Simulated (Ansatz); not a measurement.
```cif
data_structure
_symmetry_space_group_name_H-M 'P 1'
_symmetry_Int_Tables_number 1
_cell_length_a 4.9170
_cell_length_b 4.9170
_cell_length_c 9.1997
_cell_angle_alpha 90.000
_cell_angle_beta 90.000
_cell_angle_gamma 90.000
_cell_volume 222.42
loop_
_atom_site_label
_atom_site_type_symbol
_atom_site_fract_x
_atom_site_fract_y
_atom_site_fract_z
_atom_site_occupancy
Na1 Na 0.50000 0.00000 0.25344 1
Na2 Na 0.00000 0.50000 0.74656 1
Sr1 Sr 0.50000 0.00000 0.67369 1
Sr2 Sr 0.00000 0.50000 0.32631 1
Sc1 Sc 0.00000 0.00000 0.00000 1
Sc2 Sc 0.50000 0.50000 0.00000 1
```

Space group P4/nmm; started from the LaSF_129 prototype, which need not be the ambient phase.

Level of theory: DFT PBE, scalar-relativistic, plane waves, PAW (Ansatz 0.2.0).

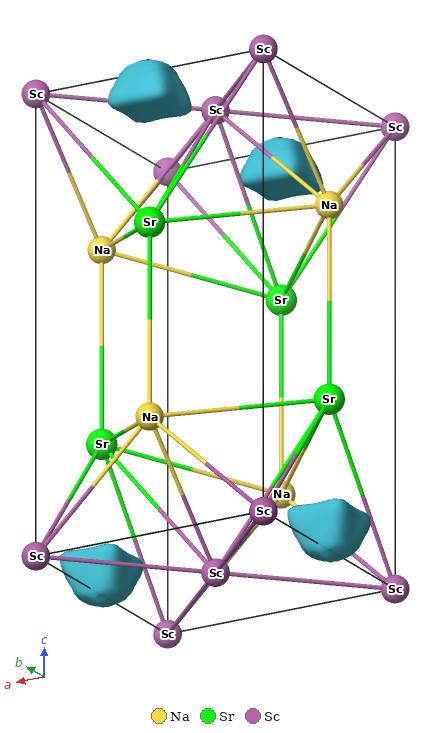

NaSrSc. Isosurface of the ELF at 0.65 (cyan), seen at an oblique angle. Only the valence region is drawn (cores and ρ < 0.01 e/Å³ removed). Sticks mark near contacts.

Question: Identify the bonds, lone pairs and shells in this picture.

Answer: The ELF exceeds this value in two pockets between the atoms, centred on no nucleus (multi-centre or interstitial), counted in one cell of 6 atoms. Any copies at cell faces, edges or corners count once.

Values along the shortest contacts:
Na–Sc (3.39 Å): the ELF is about 0.35 at the midpoint. Sc–Sc (3.48 Å): the ELF is about 0.30 at the midpoint: no localised pair shows between them.
